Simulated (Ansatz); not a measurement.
**Geometry relaxation, with input and output: CH$_{6}$FSn (part 1 of 2)**

- system: CH$_{6}$FSn, multiplicity 2
- method: UKS BHLYP-D4/def2-SVP (Ansatz 0.2.0)

It belongs to a series of runs on one base structure; here: end point A relaxed. Figures and captions count atoms from 1; the log counts them from 0 in places.

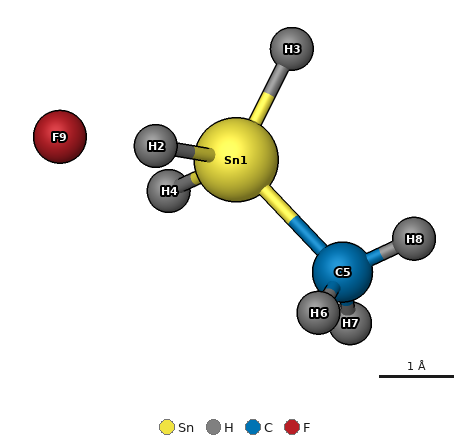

*The input geometry (ball-and-stick view, seen at a tilt; atoms are numbered from 1 in the order of the input). Sticks mark near contacts.*

Bond lengths as drawn: C–H 1.09 Å, C–Sn 2.15 Å and H–Sn 1.71 to 1.73 Å.

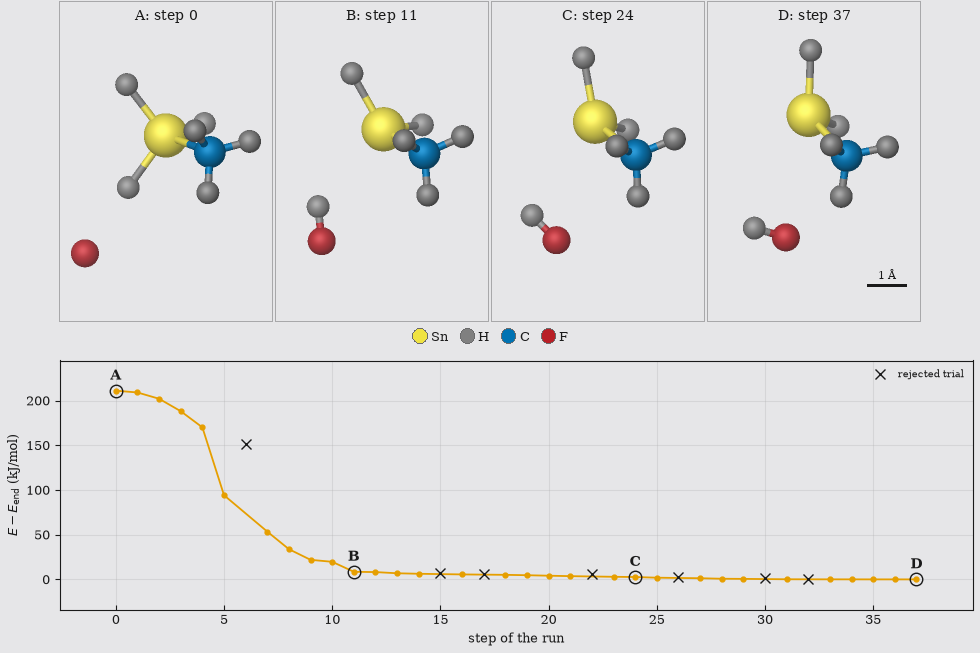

*Frames of the relaxation (ball-and-stick view, seen at an oblique angle) above the curves, on which the letters mark them (the first geometry is step 0 here and step 1 in the log).*

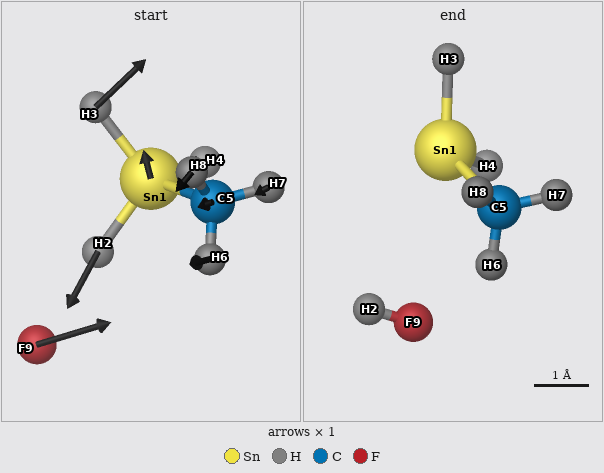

*Before (left) and after (right) the relaxation, at one scale (ball-and-stick view, seen at an oblique angle). The black arrows give the displacements, at true length.*

The largest move after the best rigid fit is that of F9, 1.54 Å. By element the largest moves are F 1.54 Å, H 1.31 Å, Sn 0.56 Å, C 0.35 Å. Distances before and after: Sn1–H2 1.732 → 3.302 Å, H2–F9 2.112 → 0.915 Å, Sn1–H3 1.707 → 1.726 Å, Sn1–C5 2.154 → 2.165 Å. New bonds form: H2–F9 (2.11 → 0.91 Å). Bonds break: Sn1–H2 (1.73 → 3.30 Å). Over 37 geometry steps the energy falls by 211.1 kJ/mol. The largest force component goes from 0.22 to 0.0077 eV/Å. The line search rejected the trial steps at points 6, 15, 17, 22, 26, 30, 32 (counted from 0) and went back. (Atoms are counted from 1 in the order of the input.)

These pictures come from the run below.

**The input**
```yaml
crystal:
  periodic: [false, false, false]
  atoms:
    - { symbol: Sn, position_ang: [0.003124, 0.007859, -0.074414] }
    - { symbol: H, position_ang: [0.04033, 0.030095, 1.65748] }
    - { symbol: H, position_ang: [1.616325, 0.040179, -0.632295] }
    - { symbol: H, position_ang: [-0.801967, 1.418557, -0.5995] }
    - { symbol: C, position_ang: [-1.019416, -1.765755, -0.742928] }
    - { symbol: H, position_ang: [-1.536317, -2.229086, 0.099127] }
    - { symbol: H, position_ang: [-1.75127, -1.513133, -1.512395] }
    - { symbol: H, position_ang: [-0.303768, -2.477888, -1.157192] }
    - { symbol: F, position_ang: [-0.000141, -0.016329, 3.769017] }
magnetization:
  spin_polarized: true
  initial_magnetization: 1
basis:
  gaussian: { orbitals: def2-SVP }
hamiltonian:
  xc: { name: BHLYP }
  dispersion: d4
relax:
  f_tol: 0.03
  max_steps: 50
```

Launch command:
```bash
ansatz run input.yaml --threads 2 --pin off --max-ram 3072MiB --backend cpu --events-out ev --progress --plain --runs-dir out
```

**What the program printed**
```
The last accepted step is kept in [file] (removed where the run ends without a failure and the disk answers)
Engine: ansatz 0.2.0, x86_64-unknown-linux-gnu
Functional definition: BHLYP
  parameter a = 0.5
  exchange = (1 - a)*b88_x + a*exact_x
  correlation = lyp_c
994 factors; integrals over basis functions are off by at most 4.3e-4 eV
mean field evaluation 1: about -9662.7004 eV, gradient 3.9e1 eV
mean field evaluation 2: about -9488.8877 eV, gradient 1.9e2 eV
mean field evaluation 4: about -9671.7432 eV, gradient 1.4e1 eV
mean field evaluation 8: about -9672.6425 eV, gradient 3.4e-1 eV
mean field evaluation 16: about -9672.6442 eV, gradient 1.0e-2 eV
mean field evaluation 32: about -9672.6443 eV, gradient 9.0e-6 eV
mean field -9672.64433727 eV, -355.4631230409 hartree, gradient 5.0e-7 eV, S^2 0.752942; 4 other end points of the search recorded, 0 dependent functions left out
the calculation of the forces begins
reference -9672.64450616 eV, -355.4631292476 hartree; 22, 21 occupied and 62, 63 virtual orbitals, 994 factors
relax step   1: F+E_penalty+E_count = -9672.79159325 eV  Δ(F+E_penalty+E_count) = +0.000e0 eV  max|allowed force component| = 2.179e-1 eV/Å  Δτ_max = 0.0000 Å  (153 SCF iters, accepted)
these checks for a lower state are left out or cut short: starts, cluster_reference, orbital_swaps, neighbouring_geometries, increment
994 factors; integrals over basis functions are off by at most 5.3e-4 eV
mean field evaluation 64: about -9672.6634 eV, gradient 3.3e-7 eV
mean field -9672.66340312 eV, -355.4638236980 hartree, gradient 3.7e-7 eV, S^2 0.753423; 0 other end points of the search recorded, 0 dependent functions left out
[... from here on the field's lines of each further geometry are left out, up to the last ...]
relax step   2: F+E_penalty+E_count = -9672.81225995 eV  Δ(F+E_penalty+E_count) = -2.067e-2 eV  max|allowed force component| = 4.044e-1 eV/Å  Δτ_max = 0.0916 Å  (101 SCF iters, accepted)
relax step   3: F+E_penalty+E_count = -9672.88519923 eV  Δ(F+E_penalty+E_count) = -7.294e-2 eV  max|allowed force component| = 7.138e-1 eV/Å  Δτ_max = 0.1951 Å  (55 SCF iters, accepted)
relax step   4: F+E_penalty+E_count = -9673.02941303 eV  Δ(F+E_penalty+E_count) = -1.442e-1 eV  max|allowed force component| = 1.303e0 eV/Å  Δτ_max = 0.1952 Å  (56 SCF iters, accepted)
relax step   5: F+E_penalty+E_count = -9673.21673320 eV  Δ(F+E_penalty+E_count) = -1.873e-1 eV  max|allowed force component| = 1.892e0 eV/Å  Δτ_max = 0.1416 Å  (42 SCF iters, accepted)
relax step   6: F+E_penalty+E_count = -9674.00362118 eV  Δ(F+E_penalty+E_count) = -7.869e-1 eV  max|allowed force component| = 4.110e0 eV/Å  Δτ_max = 0.1949 Å  (39 SCF iters, accepted)
relax step   7: F+E_penalty+E_count = -9673.40871702 eV  Δ(F+E_penalty+E_count) = +5.949e-1 eV  max|allowed force component| = 1.722e1 eV/Å  Δτ_max = 0.1948 Å  (36 SCF iters, rejected (line search))
relax step   8: F+E_penalty+E_count = -9674.42531955 eV  Δ(F+E_penalty+E_count) = -4.217e-1 eV  max|allowed force component| = 3.197e0 eV/Å  Δτ_max = 0.0974 Å  (33 SCF iters, accepted)
relax step   9: F+E_penalty+E_count = -9674.62908133 eV  Δ(F+E_penalty+E_count) = -2.038e-1 eV  max|allowed force component| = 1.912e0 eV/Å  Δτ_max = 0.0973 Å  (33 SCF iters, accepted)
relax step  10: F+E_penalty+E_count = -9674.75248662 eV  Δ(F+E_penalty+E_count) = -1.234e-1 eV  max|allowed force component| = 9.244e-1 eV/Å  Δτ_max = 0.1500 Å  (33 SCF iters, accepted)
relax step  11: F+E_penalty+E_count = -9674.77528278 eV  Δ(F+E_penalty+E_count) = -2.280e-2 eV  max|allowed force component| = 2.403e0 eV/Å  Δτ_max = 0.1961 Å  (33 SCF iters, accepted)
relax step  12: F+E_penalty+E_count = -9674.89122158 eV  Δ(F+E_penalty+E_count) = -1.159e-1 eV  max|allowed force component| = 2.773e-1 eV/Å  Δτ_max = 0.2000 Å  (34 SCF iters, accepted)
relax step  13: F+E_penalty+E_count = -9674.89452640 eV  Δ(F+E_penalty+E_count) = -3.305e-3 eV  max|allowed force component| = 4.102e-1 eV/Å  Δτ_max = 0.1772 Å  (33 SCF iters, accepted)
relax step  14: F+E_penalty+E_count = -9674.90825212 eV  Δ(F+E_penalty+E_count) = -1.373e-2 eV  max|allowed force component| = 2.059e-1 eV/Å  Δτ_max = 0.0760 Å  (33 SCF iters, accepted)
relax step  15: F+E_penalty+E_count = -9674.91412676 eV  Δ(F+E_penalty+E_count) = -5.875e-3 eV  max|allowed force component| = 1.076e-1 eV/Å  Δτ_max = 0.1306 Å  (31 SCF iters, accepted)
relax step  16: F+E_penalty+E_count = -9674.90937968 eV  Δ(F+E_penalty+E_count) = +4.747e-3 eV  max|allowed force component| = 1.041e0 eV/Å  Δτ_max = 0.1354 Å  (33 SCF iters, rejected (line search))
relax step  17: F+E_penalty+E_count = -9674.92167291 eV  Δ(F+E_penalty+E_count) = -7.546e-3 eV  max|allowed force component| = 1.350e-1 eV/Å  Δτ_max = 0.0655 Å  (34 SCF iters, accepted)
relax step  18: F+E_penalty+E_count = -9674.92138115 eV  Δ(F+E_penalty+E_count) = +2.918e-4 eV  max|allowed force component| = 8.603e-1 eV/Å  Δτ_max = 0.0969 Å  (32 SCF iters, rejected (line search))
relax step  19: F+E_penalty+E_count = -9674.92646326 eV  Δ(F+E_penalty+E_count) = -4.790e-3 eV  max|allowed force component| = 1.612e-1 eV/Å  Δτ_max = 0.0469 Å  (33 SCF iters, accepted)
relax step  20: F+E_penalty+E_count = -9674.93082320 eV  Δ(F+E_penalty+E_count) = -4.360e-3 eV  max|allowed force component| = 1.459e-1 eV/Å  Δτ_max = 0.0487 Å  (34 SCF iters, accepted)
relax step  21: F+E_penalty+E_count = -9674.93650845 eV  Δ(F+E_penalty+E_count) = -5.685e-3 eV  max|allowed force component| = 2.010e-1 eV/Å  Δτ_max = 0.0735 Å  (33 SCF iters, accepted)
relax step  22: F+E_penalty+E_count = -9674.94163160 eV  Δ(F+E_penalty+E_count) = -5.123e-3 eV  max|allowed force component| = 5.397e-1 eV/Å  Δτ_max = 0.1070 Å  (33 SCF iters, accepted)
relax step  23: F+E_penalty+E_count = -9674.92005533 eV  Δ(F+E_penalty+E_count) = +2.158e-2 eV  max|allowed force component| = 1.751e0 eV/Å  Δτ_max = 0.1659 Å  (33 SCF iters, rejected (line search))
relax step  24: F+E_penalty+E_count = -9674.94917583 eV  Δ(F+E_penalty+E_count) = -7.544e-3 eV  max|allowed force component| = 3.863e-1 eV/Å  Δτ_max = 0.0828 Å  (33 SCF iters, accepted)
relax step  25: F+E_penalty+E_count = -9674.95182203 eV  Δ(F+E_penalty+E_count) = -2.646e-3 eV  max|allowed force component| = 3.533e-1 eV/Å  Δτ_max = 0.0805 Å  (33 SCF iters, accepted)
relax step  26: F+E_penalty+E_count = -9674.95957431 eV  Δ(F+E_penalty+E_count) = -7.752e-3 eV  max|allowed force component| = 6.444e-1 eV/Å  Δτ_max = 0.1230 Å  (33 SCF iters, accepted)
relax step  27: F+E_penalty+E_count = -9674.95588441 eV  Δ(F+E_penalty+E_count) = +3.690e-3 eV  max|allowed force component| = 1.122e0 eV/Å  Δτ_max = 0.1852 Å  (33 SCF iters, rejected (line search))
relax step  28: F+E_penalty+E_count = -9674.96590707 eV  Δ(F+E_penalty+E_count) = -6.333e-3 eV  max|allowed force component| = 4.229e-1 eV/Å  Δτ_max = 0.0668 Å  (33 SCF iters, accepted)
relax step  29: F+E_penalty+E_count = -9674.97167262 eV  Δ(F+E_penalty+E_count) = -5.766e-3 eV  max|allowed force component| = 2.424e-1 eV/Å  Δτ_max = 0.0938 Å  (33 SCF iters, accepted)
relax step  30: F+E_penalty+E_count = -9674.97327446 eV  Δ(F+E_penalty+E_count) = -1.602e-3 eV  max|allowed force component| = 6.046e-1 eV/Å  Δτ_max = 0.1385 Å  (33 SCF iters, accepted)
relax step  31: F+E_penalty+E_count = -9674.96428103 eV  Δ(F+E_penalty+E_count) = +8.993e-3 eV  max|allowed force component| = 1.152e0 eV/Å  Δτ_max = 0.1781 Å  (33 SCF iters, rejected (line search))
relax step  32: F+E_penalty+E_count = -9674.97784262 eV  Δ(F+E_penalty+E_count) = -4.568e-3 eV  max|allowed force component| = 3.803e-2 eV/Å  Δτ_max = 0.0891 Å  (33 SCF iters, accepted)
relax step  33: F+E_penalty+E_count = -9674.97380222 eV  Δ(F+E_penalty+E_count) = +4.040e-3 eV  max|allowed force component| = 1.980e-1 eV/Å  Δτ_max = 0.0975 Å  (34 SCF iters, rejected (line search))
relax step  34: F+E_penalty+E_count = -9674.97867244 eV  Δ(F+E_penalty+E_count) = -8.298e-4 eV  max|allowed force component| = 7.501e-2 eV/Å  Δτ_max = 0.0483 Å  (34 SCF iters, accepted)
relax step  35: F+E_penalty+E_count = -9674.97886462 eV  Δ(F+E_penalty+E_count) = -1.922e-4 eV  max|allowed force component| = 1.509e-1 eV/Å  Δτ_max = 0.0488 Å  (34 SCF iters, accepted)
relax step  36: F+E_penalty+E_count = -9674.97915473 eV  Δ(F+E_penalty+E_count) = -2.901e-4 eV  max|allowed force component| = 4.803e-2 eV/Å  Δτ_max = 0.0208 Å  (33 SCF iters, accepted)
relax step  37: F+E_penalty+E_count = -9674.97917052 eV  Δ(F+E_penalty+E_count) = -1.579e-5 eV  max|allowed force component| = 3.624e-2 eV/Å  Δτ_max = 0.0057 Å  (28 SCF iters, accepted)
the calculation of the forces begins
reference -9674.80721485 eV, -355.5426073258 hartree; 22, 21 occupied and 62, 63 virtual orbitals, 997 factors
relax step  38: F+E_penalty+E_count = -9674.97922970 eV  Δ(F+E_penalty+E_count) = -5.918e-5 eV  max|allowed force component| = 7.726e-3 eV/Å  Δτ_max = 0.0175 Å  (28 SCF iters, accepted)
997 factors; integrals over basis functions are off by at most 1.3e-3 eV
mean field evaluation 320: about -9670.4815 eV, gradient 3.1e1 eV
mean field -9674.80704651 eV, -355.5426011396 hartree, gradient 1.7e-5 eV, S^2 0.751461; 1 other end points of the search recorded, 0 dependent functions left out
the calculation of the forces begins
reference -9674.80721485 eV, -355.5426073258 hartree; 22, 21 occupied and 62, 63 virtual orbitals, 997 factors
Total energy: -9674.97939803 eV, -355.5489349411 hartree
Atom 0 at     0.398024     0.138795    -0.433555 Å, force     0.000811    -0.001529    -0.004270 eV/Å
Atom 1 at    -0.054944    -0.590618     2.755092 Å, force     0.007181    -0.004142     0.001053 eV/Å
Atom 2 at     1.324016     0.245367    -1.885661 Å, force    -0.002810     0.001832     0.003828 eV/Å
Atom 3 at    -0.596628     1.535595    -0.323220 Å, force     0.001754     0.000087    -0.001818 eV/Å
Atom 4 at    -0.820733    -1.650736    -0.460126 Å, force    -0.004705     0.001673     0.002465 eV/Å
Atom 5 at    -1.306447    -1.746359     0.510592 Å, force     0.001884     0.000400    -0.003018 eV/Å
Atom 6 at    -1.578745    -1.556659    -1.241572 Å, force     0.002512    -0.001458     0.000031 eV/Å
Atom 7 at    -0.205423    -2.529344    -0.658820 Å, force     0.001098    -0.001637    -0.001268 eV/Å
Atom 8 at    -0.912220    -0.351542     2.544170 Å, force    -0.007726     0.004775     0.002998 eV/Å
Dipole moment:     0.243236    -0.231258     0.217585 e Å
```

**Trajectory as extended XYZ (Å, eV, eV/Å), 38 frames, from step=1 to step=38**
```
9
Properties=species:S:1:pos:R:3:forces:R:3 step=1 energy=-9672.79159
Sn    0.0031    0.0079   -0.0744    0.0078   0.0107   0.2179
H     0.0403    0.0301    1.6575    0.0015  -0.0025  -0.0104
H     1.6163    0.0402   -0.6323    0.0022  -0.0048  -0.0060
H    -0.8020    1.4186   -0.5995   -0.0108   0.0034   0.0029
C    -1.0194   -1.7658   -0.7429   -0.0090  -0.0058  -0.0051
H    -1.5363   -2.2291    0.0991   -0.0039  -0.0088  -0.0188
H    -1.7513   -1.5131   -1.5124    0.0117   0.0100   0.0098
H    -0.3038   -2.4779   -1.1572   -0.0002  -0.0031   0.0216
F    -0.0001   -0.0163    3.7690    0.0007   0.0009  -0.2121
9
Properties=species:S:1:pos:R:3:forces:R:3 step=2 energy=-9672.81226
Sn   -0.0014    0.0116   -0.0547   -0.0098  -0.0149  -0.1514
H     0.0493    0.0308    1.6502    0.0085   0.0010   0.4044
H     1.6086    0.0438   -0.6232   -0.0054   0.0085  -0.0097
H    -0.8191    1.4189   -0.5727    0.0041  -0.0074   0.0057
C    -1.0184   -1.7638   -0.7288   -0.0195  -0.0079  -0.0245
H    -1.5756   -2.2174    0.0936    0.0163   0.0280  -0.0225
H    -1.7152   -1.5080   -1.5302    0.0255  -0.0195   0.0220
H    -0.2929   -2.4867   -1.1073   -0.0196   0.0095   0.0191
F     0.0116   -0.0348    3.6801    0.0000   0.0028  -0.2431
9
Properties=species:S:1:pos:R:3:forces:R:3 step=3 energy=-9672.88520
Sn   -0.0036    0.0086   -0.0077   -0.0309  -0.0147  -0.5386
H     0.0537    0.0274    1.6946    0.0159  -0.0120   0.7138
H     1.5966    0.0503   -0.6057    0.0061   0.0032   0.0631
H    -0.8227    1.4115   -0.5378   -0.0046   0.0021   0.0719
C    -1.0158   -1.7594   -0.7129   -0.0418  -0.0503   0.0521
H    -1.5980   -2.2082    0.0958    0.0226   0.0211  -0.0543
H    -1.6909   -1.5006   -1.5333    0.0586   0.0085   0.0599
H    -0.2858   -2.4890   -1.0713   -0.0265   0.0352   0.0355
F     0.0135   -0.0460    3.4854    0.0007   0.0069  -0.4034
9
Properties=species:S:1:pos:R:3:forces:R:3 step=4 energy=-9673.02941
Sn   -0.0056    0.0063    0.0212   -0.0450  -0.0226  -0.8109
H     0.0547    0.0212    1.7382    0.0146  -0.0306   1.3029
H     1.5956    0.0535   -0.5750    0.0101   0.0036   0.0950
H    -0.8276    1.4118   -0.4984   -0.0053   0.0041   0.1032
C    -1.0145   -1.7585   -0.6960   -0.0609  -0.0749   0.0611
H    -1.6135   -2.2089    0.1000    0.0377   0.0364  -0.0602
H    -1.6743   -1.4913   -1.5272    0.0691   0.0130   0.0818
H    -0.2816   -2.4896   -1.0461   -0.0277   0.0493   0.0483
F     0.0136   -0.0499    3.2902    0.0075   0.0216  -0.8211
9
Properties=species:S:1:pos:R:3:forces:R:3 step=5 energy=-9673.21673
Sn   -0.0131    0.0022   -0.0113   -0.0235  -0.0598  -0.3006
H     0.0529   -0.0653    1.7562    0.0292   0.0626   1.8921
H     1.6048    0.0862   -0.5380    0.0307  -0.0087  -0.0310
H    -0.8442    1.4343   -0.4049   -0.0460   0.0263  -0.0128
C    -1.0212   -1.7727   -0.6959    0.0126   0.0584  -0.0243
H    -1.6638   -2.1894    0.0829    0.0519   0.0740  -0.0173
H    -1.6318   -1.5010   -1.5584   -0.0293  -0.0657  -0.0279
H    -0.2827   -2.5183   -0.9941   -0.0189  -0.0052   0.0127
F     0.0460    0.0185    3.1704   -0.0067  -0.0819  -1.4908
9
Properties=species:S:1:pos:R:3:forces:R:3 step=6 energy=-9674.00362
Sn   -0.0126   -0.0033    0.0379   -0.0477   0.0502  -1.7751
H     0.0558   -0.0566    1.8790    0.0462   0.1043   4.1096
H     1.5962    0.0857   -0.5346    0.0433  -0.0029   0.0136
H    -0.8469    1.4244   -0.3940   -0.0336   0.0257   0.0404
C    -1.0176   -1.7642   -0.6958   -0.0529  -0.0987   0.0633
H    -1.6652   -2.1707    0.0842    0.0145   0.0040  -0.0531
H    -1.6261   -1.5095   -1.5663    0.0189   0.0453   0.0182
H    -0.2818   -2.5190   -0.9793    0.0010   0.0273   0.0358
F     0.0450    0.0077    2.9758    0.0102  -0.1551  -2.4527
9
Properties=species:S:1:pos:R:3:forces:R:3 step=7 energy=-9673.40872 accepted=F
Sn   -0.0129   -0.0017   -0.0052    0.0363   0.1122  -1.3643
H     0.0562   -0.0481    2.0737    0.2834  -1.0487 -15.3927
H     1.6086    0.0858   -0.5405    0.0500   0.0061  -0.1508
H    -0.8527    1.4350   -0.3990   -0.0387   0.0382  -0.1137
C    -1.0207   -1.7694   -0.6980   -0.0900  -0.1125  -0.1895
H    -1.6658   -2.1765    0.0827    0.0217   0.0412  -0.0194
H    -1.6299   -1.5085   -1.5668   -0.0054  -0.0700   0.0045
H    -0.2819   -2.5211   -0.9824   -0.0262   0.0102   0.0089
F     0.0462   -0.0011    2.8425   -0.2311   1.0233  17.2169
9
Properties=species:S:1:pos:R:3:forces:R:3 step=8 energy=-9674.42532
Sn   -0.0009    0.0151   -0.0184   -0.0606  -0.0025  -1.1086
H     0.0521   -0.0733    1.9749    0.0390   0.0861   3.1967
H     1.6114    0.1024   -0.5824    0.0126   0.0060  -0.0580
H    -0.8599    1.4403   -0.4128   -0.0069   0.0162  -0.0316
C    -1.0192   -1.7650   -0.6953   -0.0116  -0.0506  -0.0541
H    -1.6796   -2.1493    0.0850    0.0327   0.0494  -0.0236
H    -1.6139   -1.5237   -1.5794    0.0088  -0.0071   0.0091
H    -0.2834   -2.5302   -0.9508   -0.0173   0.0249   0.0204
F     0.0404   -0.0219    2.9861    0.0032  -0.1225  -1.9503
9
Properties=species:S:1:pos:R:3:forces:R:3 step=9 energy=-9674.62908
Sn   -0.0009    0.0187   -0.0712   -0.0115   0.0286  -0.5647
H     0.0547   -0.0768    2.0722    0.0854  -0.1010  -0.8385
H     1.6173    0.1062   -0.5999    0.0620   0.0110  -0.1725
H    -0.8640    1.4470   -0.4226   -0.0349   0.0575  -0.1324
C    -1.0210   -1.7679   -0.7013   -0.0274  -0.0442  -0.1507
H    -1.6798   -2.1414    0.0850    0.0364   0.0698  -0.0124
H    -1.6147   -1.5289   -1.5854   -0.0301  -0.0863  -0.0310
H    -0.2836   -2.5335   -0.9476   -0.0265  -0.0076  -0.0096
F     0.0388   -0.0290    2.9777   -0.0533   0.0720   1.9118
9
Properties=species:S:1:pos:R:3:forces:R:3 step=10 energy=-9674.75249
Sn    0.0188    0.0434   -0.0834   -0.0029   0.0571  -0.5408
H     0.1092   -0.1031    2.1613    0.2070   0.0165  -0.2578
H     1.6008    0.1161   -0.7257    0.0761   0.0129  -0.0770
H    -0.8598    1.4427   -0.5205   -0.0281   0.0609  -0.0063
C    -1.0096   -1.7471   -0.6931   -0.0575  -0.1172  -0.0003
H    -1.6589   -2.0984    0.1115    0.0141   0.0116  -0.0502
H    -1.6156   -1.5333   -1.5763    0.0069  -0.0079   0.0012
H    -0.2781   -2.5218   -0.9291   -0.0229   0.0014   0.0069
F    -0.0598   -0.1041    3.0622   -0.1928  -0.0353   0.9244
```
